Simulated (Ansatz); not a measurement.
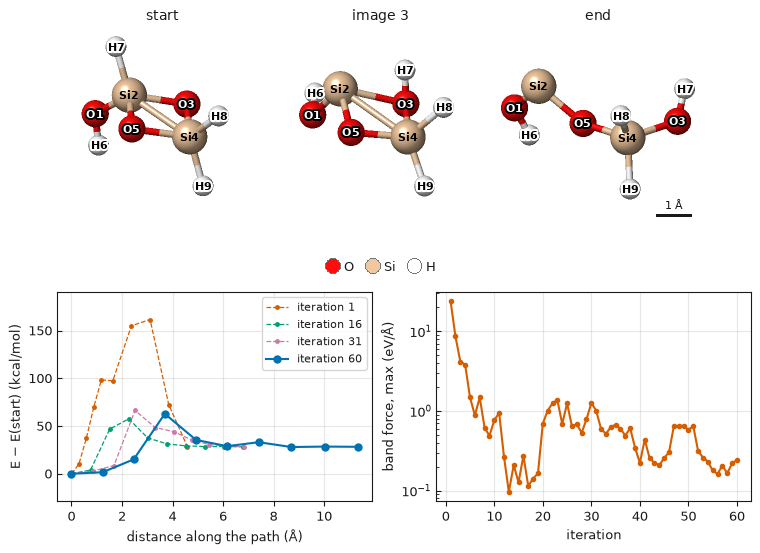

A nudged-elastic-band calculation for Si₂H₄O₃. Images are numbered from 0 (start) to 9 (end). The plot follows the band through its iterations. Style: ball-and-stick. Shown from a free direction.

Theory: RKS PBE0-D4/def2-SVP (Ansatz). Run with 8 movable images; no climbing image; force threshold 0.05 eV/Å; iteration limit 60; starting path through a guess of the saddle point.

### Did the band converge, and can the barrier be trusted?

The result isn't final. The band hadn't converged when the run stopped after 60 iterations. The largest component of the band force went from 24 to 0.24 eV/Å. The barrier read from it is provisional: over the last two iterations the highest image moved from 67.1 kcal/mol to 62.8 kcal/mol. The first iteration put the highest image at 161.6 kcal/mol. Forward barrier 62.8 kcal/mol, backward barrier 34.6 kcal/mol, with image 3 at the top; the reaction energy is +28.2 kcal/mol. The profile has 3 maxima (images 3, 6, 8) with a dip at image 5 (+28.9 kcal/mol), which on an unconverged band is provisional.

Cost: 9.3 min on 2 threads of Intel(R) Xeon(R) 6975P-C (Granite Rapids), on a shared host, peak memory 0.23 GiB.
